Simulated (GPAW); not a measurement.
# La L₃ ELNES/XANES of La2O3 (P-3m1) from DFT, part 4 of 4

Aim: the dependence of the La L₃ near-edge features of La2O3 (P-3m1) on volume.

GPAW 26.7.0; X-ray absorption from dipole matrix elements to empty bands, plane-wave PAW PBE.

So far. Step 8 (Spectrum with FCH, La atom 1): Against the first run the r.m.s. difference is 10 %. The highest intensity below 24 eV goes from 2.0 eV (2.90) to 2.4 eV (2.71).

### 10. Spectrum with FCH, La atom 1

Shorter bonds are expected to push antibonding states and scattering resonances up, and longer ones down; the cell is scaled to test that.

Changed against the first core-hole run: volume scale from 1 to 0.97.

xas.py

```python
import numpy as np
from ase import Atoms
from ase.parallel import parprint, paropen
from gpaw import GPAW, PW, FermiDirac, Mixer, MixerDif, setup_paths
from gpaw.test import gen
setup_paths.insert(0, '.')
gen('La', name='fch2p', xcname='PBE', corehole=(2, 1, 1), write_xml=True)
from gpaw.mpi import world
world.barrier()

atoms = Atoms('La6O9',
    cell=[[-5.8366055, 3.36976576, 0],
     [-5.8366055, -3.36976576, 0],
     [3.89107034, 0, 6.05021239]],
    scaled_positions=[[0.41541189, 0.74874523, 0.24623568],
     [0.74874523, 0.08207856, 0.24623568],
     [0.08207856, 0.41541189, 0.24623568],
     [0.25125477, 0.91792144, 0.75376432],
     [0.58458811, 0.25125477, 0.75376432],
     [0.91792144, 0.58458811, 0.75376432],
     [0, 0, 0],
     [0.33333333, 0.33333333, 0],
     [0.66666667, 0.66666667, 0],
     [0.54863022, 0.88196355, 0.64589065],
     [0.88196355, 0.21529688, 0.64589065],
     [0.21529688, 0.54863022, 0.64589065],
     [0.11803645, 0.78470312, 0.35410935],
     [0.45136978, 0.11803645, 0.35410935],
     [0.78470312, 0.45136978, 0.35410935]],
    pbc=True)
atoms.calc = calc = GPAW(legacy_gpaw=True, mode=PW(500), xc='PBE', setups={0: 'fch2p'},
    kpts={'size': (3, 3, 3), 'gamma': True}, occupations=FermiDirac(0.02),
    charge=0, mixer=Mixer(0.1, 5, 50), maxiter=150,
    convergence={'density': 0.0001}, txt='scf.txt')
energy = atoms.get_potential_energy() + calc.get_reference_energy()
ef = calc.get_fermi_level()
out = dict(energy=energy, fermi=ef, forces=atoms.get_forces().tolist())
parprint(f'all-electron energy {energy:.4f} eV, Fermi level {ef:.4f} eV')
ev = np.array([[calc.get_eigenvalues(k, s) for k in range(len(calc.get_ibz_k_points()))] for s in range(calc.get_number_of_spins())])
out['homo'], out['lumo'], out['counts'] = ev[ev < ef].max(), ev[ev > ef].min(), sorted(set((ev < ef).sum((0, 2)).tolist()))
out['filled'] = (ev[:, 0] < ef).sum(1).tolist()

from ase.units import Ha
from gpaw.xas import dipole_matrix_elements
nb = int(calc.get_number_of_electrons() / 2) + 174
top, nb = nb, nb + 8 + nb // 12
nscf = calc.fixed_density(kpts={'size': (3, 3, 3), 'gamma': True}, nbands=nb,
    convergence={'bands': top, 'eigenstates': 1e-5}, maxiter=60, txt='nscf.txt')
cell = atoms.cell.array
ops = [cell.T @ U.T @ np.linalg.inv(cell.T) for U in nscf.wfs.kd.symmetry.op_scc]
filled = [60]  # bands filled in the ground state, by spin
E = np.arange(-6, 34, 0.1)
fwhm = np.interp(E, [4, 25], [3.41, 3.5])
Y, X, zero, highest = 0, 0, 1e9, 1e9
for spin in range(nscf.get_number_of_spins()):
    wfs = nscf.wfs
    A = dipole_matrix_elements(wfs.setups[0])
    eps = np.zeros((wfs.kd.nibzkpts, nb))
    d = np.zeros((3, A.shape[1], wfs.kd.nibzkpts, nb), complex)
    for kpt in wfs.kpt_u:
        if kpt.s == spin and 0 in kpt.P_ani:
            eps[kpt.k] = kpt.eps_n * Ha
            d[:, :, kpt.k] = (kpt.weight * wfs.nspins / 2) ** 0.5 * np.inner(A, kpt.P_ani[0])
    world.sum(eps)
    world.sum(d)
    T = np.einsum('amkn,bmkn->abkn', d, d.conj()).real
    T = sum(np.einsum('ai,ijkn,bj->abkn', R, T, R) for R in ops) / len(ops)
    empty = np.ones_like(eps, bool) & (np.arange(nb) >= filled[spin])
    zero, highest = min(zero, eps[empty].min()), min(highest, eps[:, top - 1].min())
    lines = [(eps, T, empty)] if spin == 0 else lines + [(eps, T, empty)]
for eps, T, empty in lines:
    f = np.einsum('aakn->akn', T).reshape(3, -1)
    x = eps.ravel() - zero
    w = np.interp(x, E, fwhm) / 2.35482
    g = np.exp(-0.5 * ((E[:, None] - x) / w) ** 2) / (w * (2 * np.pi) ** 0.5)
    Y = Y + (f * empty.ravel()) @ g.T
    X = X + (f * ~empty.ravel()) @ g.T
out.update(E=E.round(2).tolist(), xas=Y.tolist(), xes=X.tolist(), zero=zero, valid=highest - zero, nk=len(eps), nb=nb)
for i in range(0, len(E), 10):
    parprint(f'{E[i]:7.2f}', *(f'{v:10.3e}' for v in Y[:, i]))
import json
with paropen('out.json', 'w') as f:
    json.dump(out, f)
```

Launch:

```sh
$ OMP_NUM_THREADS=1 mpirun -n 2 gpaw python xas.py
```

Numbers of over 12 decimals in the logs are rounded to 6 here.

The program printed:

```text
Input parameters:
  convergence: {density: 0.0001}
  kpts: {gamma: True,
         size: (3, 3, 3)}
  maxiter: 150
  mixer: {backend: pulay,
          beta: 0.1,
          method: separate,
          nmaxold: 5,
          weight: 50}
  mode: {ecut: 500.0,
         name: pw}
  occupations: {fixmagmom: False,
                name: fermi-dirac,
                width: 0.02}
  setups: {0: fch2p}
  xc: PBE

Initialize ...

[...]
*d    :     0.572457
--------------------------------

Diagonalizing with gridspacing h=0.050

state   all-electron     PAW
-------------------------------
5s:      -1.895350    -1.896295
5p:      -1.245747    -1.246764
5d:      -0.427543    -0.428053
*f:                   -0.052306
-------------------------------
all-electron energy -1399470.4860 eV, Fermi level 10.3680 eV
[...]
32.00  1.782e-06  1.783e-06  1.624e-06
  33.00  1.804e-06  1.805e-06  1.694e-06
[key lines of the parts left out:]
Converged after 30 iterations.
Dipole moment: (-0.590349, -0.218940, -0.401519) |e|*Ang
Free energy:   -142.395963
Fermi level: 10.36801
```

Run time: 11 min. Hardware: 2 MPI ranks of Arm Neoverse V1, shared host; peak memory 0.77 GiB; 23 min of CPU time.

| E (eV) | first run | this run |
| --- | --- | --- |
| -2.0 | 0.44 | 0.40 |
| -1.0 | 1.13 | 1.04 |
| 0.0 | 2.01 | 1.87 |
| 1.0 | 2.68 | 2.53 |
| 2.0 | 2.90 | 2.80 |
| 3.0 | 2.60 | 2.62 |
| 4.0 | 1.97 | 2.07 |
| 5.0 | 1.30 | 1.41 |
| 6.0 | 0.79 | 0.88 |
| 7.0 | 0.48 | 0.53 |
| 8.0 | 0.33 | 0.35 |
| 9.0 | 0.31 | 0.30 |
| 10.0 | 0.35 | 0.33 |
| 11.0 | 0.41 | 0.39 |
| 12.0 | 0.48 | 0.46 |
| 13.0 | 0.53 | 0.52 |
| 14.0 | 0.57 | 0.56 |
| 15.0 | 0.60 | 0.59 |
| 16.0 | 0.61 | 0.61 |
| 17.0 | 0.61 | 0.61 |
| 18.0 | 0.60 | 0.60 |
| 19.0 | 0.59 | 0.59 |
| 20.0 | 0.56 | 0.57 |
| 21.0 | 0.53 | 0.54 |
| 22.0 | 0.50 | 0.51 |
| 23.0 | 0.49 | 0.49 |
| 24.0 | 0.48 | 0.47 |
| 25.0 | 0.48 | 0.47 |
| 26.0 | 0.50 | 0.48 |
| 27.0 | 0.54 | 0.51 |
| 28.0 | 0.59 | 0.55 |
| 29.0 | 0.66 | 0.61 |
| 30.0 | 0.74 | 0.68 |

Against the first run the r.m.s. difference is 5 %. The highest intensity below 24 eV goes from 2.0 eV (2.90) to 2.2 eV (2.80).

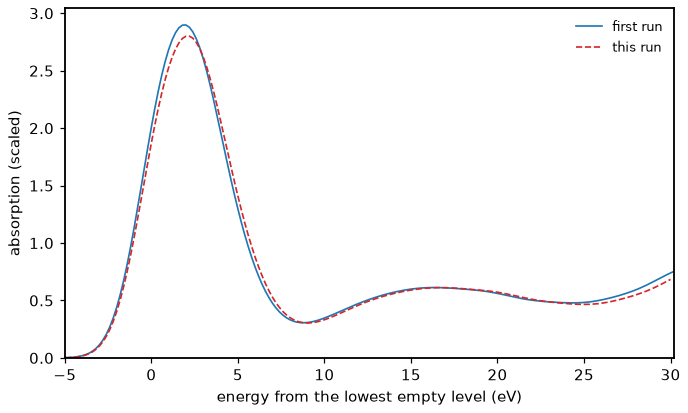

The effect of the change (volume scale from 1 to 0.97).

The photon energy of the zero moves by -0.14 eV.

### 11. The volumes side by side

| volume | nearest distance (Å) | shift of the zero (eV) | maximum 1 (eV above own zero) | maximum 2 (eV above own zero) |
| --- | --- | --- | --- | --- |
| 0.91 | 2.290 | -0.45 | 2.6 | 17.4 |
| 0.94 | 2.315 | -0.28 | 2.4 | 17.0 |
| 0.97 | 2.339 | -0.14 | 2.2 | 16.8 |
| 1 | 2.363 | +0.00 | 2.0 | 16.4 |

The curves, each shifted by its zero's change so that they share one photon-energy axis, counted from the zero at V × 1:

| E (eV) | V × 0.91 | V × 0.94 | V × 0.97 | V × 1 |
| --- | --- | --- | --- | --- |
| -2.0 | 0.55 | 0.51 | 0.47 | 0.44 |
| -1.0 | 1.20 | 1.18 | 1.15 | 1.13 |
| 0.0 | 1.90 | 1.94 | 1.98 | 2.01 |
| 1.0 | 2.39 | 2.49 | 2.59 | 2.68 |
| 2.0 | 2.61 | 2.70 | 2.80 | 2.90 |
| 3.0 | 2.48 | 2.52 | 2.56 | 2.60 |
| 4.0 | 2.00 | 1.99 | 1.98 | 1.97 |
| 5.0 | 1.40 | 1.36 | 1.33 | 1.30 |
| 6.0 | 0.89 | 0.85 | 0.82 | 0.79 |
| 7.0 | 0.54 | 0.52 | 0.50 | 0.48 |
| 8.0 | 0.36 | 0.35 | 0.34 | 0.33 |
| 9.0 | 0.30 | 0.30 | 0.30 | 0.31 |
| 10.0 | 0.32 | 0.33 | 0.34 | 0.35 |
| 11.0 | 0.39 | 0.40 | 0.40 | 0.41 |
| 12.0 | 0.46 | 0.46 | 0.47 | 0.48 |
| 13.0 | 0.52 | 0.52 | 0.52 | 0.53 |
| 14.0 | 0.56 | 0.56 | 0.57 | 0.57 |
| 15.0 | 0.58 | 0.59 | 0.59 | 0.60 |
| 16.0 | 0.60 | 0.61 | 0.61 | 0.61 |
| 17.0 | 0.61 | 0.61 | 0.61 | 0.61 |
| 18.0 | 0.61 | 0.60 | 0.60 | 0.60 |
| 19.0 | 0.59 | 0.59 | 0.59 | 0.59 |
| 20.0 | 0.58 | 0.57 | 0.57 | 0.56 |
| 21.0 | 0.56 | 0.55 | 0.54 | 0.53 |
| 22.0 | 0.53 | 0.51 | 0.51 | 0.50 |
| 23.0 | 0.49 | 0.49 | 0.49 | 0.49 |
| 24.0 | 0.47 | 0.47 | 0.47 | 0.48 |
| 25.0 | 0.45 | 0.45 | 0.47 | 0.48 |
| 26.0 | 0.44 | 0.46 | 0.48 | 0.50 |
| 27.0 | 0.45 | 0.48 | 0.51 | 0.54 |
| 28.0 | 0.49 | 0.52 | 0.56 | 0.59 |
| 29.0 | 0.53 | 0.57 | 0.62 | 0.66 |

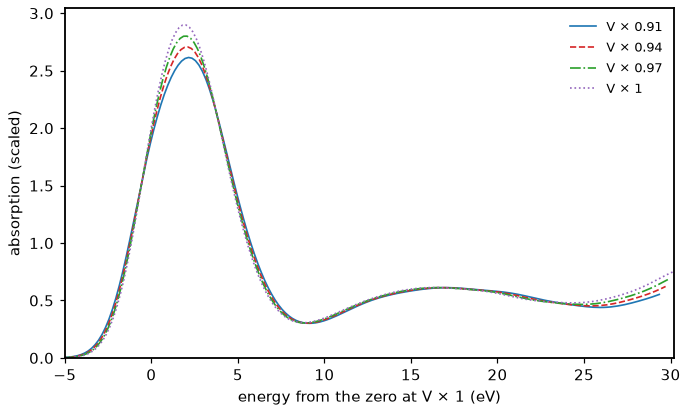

The edge at each volume, on one photon-energy scale.

### 12. Summary of results

- absorber and edge: La L₃, atom 1 of the ground-state input (counted from 1)
- surroundings: 3 O at 2.36 Å, 1 O at 2.44 Å and 3 O at 2.72 Å (7-fold, site symmetry 3m)
- highest intensity below 24 eV: 2.0 eV above the zero, height 2.90

What this shows: From V × 0.91 to V × 1 the nearest distance grows by 0.073 Å and the zero moves by +0.45 eV. Above their own zero, the maxima move from 2.6 to 2.0 eV and from 17.4 to 16.4 eV. The one highest in energy moves most, in the direction that the rule ΔE·R² ≈ constant for scattering resonances gives. The La L₃ edge of atom 1, with 3 O at 2.36 Å, 1 O at 2.44 Å and 3 O at 2.72 Å (7-fold, site symmetry 3m), has its highest intensity of the first 24 eV at 2.0 eV above the zero, 2.9 times the mean level of the first 20 eV (Gaussian full width 3.41 eV up to 4 eV, rising linearly to 3.5 eV at 25 eV). At the La L₃ edge of atom 1 polarisation matters most near 3.6 eV, where the curves differ by 0.3 on this scale. Only the L₃ part is meant: spin–orbit coupling of the core level isn't computed and the L₂ copy isn't added. The script folds with a Gaussian, whereas the core hole's own line is a Lorentzian, so the onset is too steep and the first peak too high. The structure is a computed Materials Project entry and may be a hypothetical form.

[Banner, clock and machine lines of the logs are left out without a mark of their own.]

[Logs are printed without paths, hosts, clocks, repeated set-up lines and the standing remarks that a program may print on its own settings, such as how far it seeks lower states.]

[Hosts, paths, dates, database ids (printed as entryN), source tags and the programs' standing remarks are cut or masked in the printed files.]

[Lists of maxima count a maximum above −3 eV only where it reaches 4 % of the highest in the window and stands out from its surroundings by 2 % of it (1.5 % where it reaches 55 %); shoulders and weaker maxima are passed over, and of the rest the first, up to two pre-edge ones and the few strongest are named.]
